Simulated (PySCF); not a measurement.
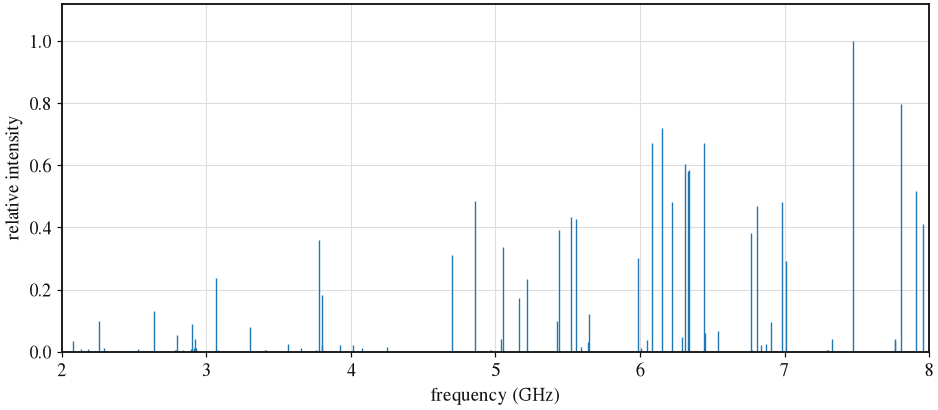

C₃H₅ClOSi, SMILES O[Si@H]1CC=C1Cl. Simulated rotational absorption lines between 2 and 8 GHz at 2 K: rigid rotor with the equilibrium constants and dipole of one optimised conformer (PBE0-D3(BJ)/def2-SVP, PySCF), commonest isotopes; no centrifugal distortion, hyperfine structure, internal rotation or nuclear-spin weights; lines within 1 MHz of each other are summed.

### What are the rotational constants, and what kind of rotor is it?

Rotational constants A, B, C = 3.847, 1.591, 1.209 GHz; Ray's κ = −0.71, an asymmetric top on the prolate side.

### Which dipole components drive the lines?

|μa|, |μb|, |μc| = 0.90, 1.29, 1.29 D; b-type lines carry 59 % of the intensity in this range.

Known limits of this run: coarse grid, loose stop and no frequency check, small forces are noise and the end may be a saddle.
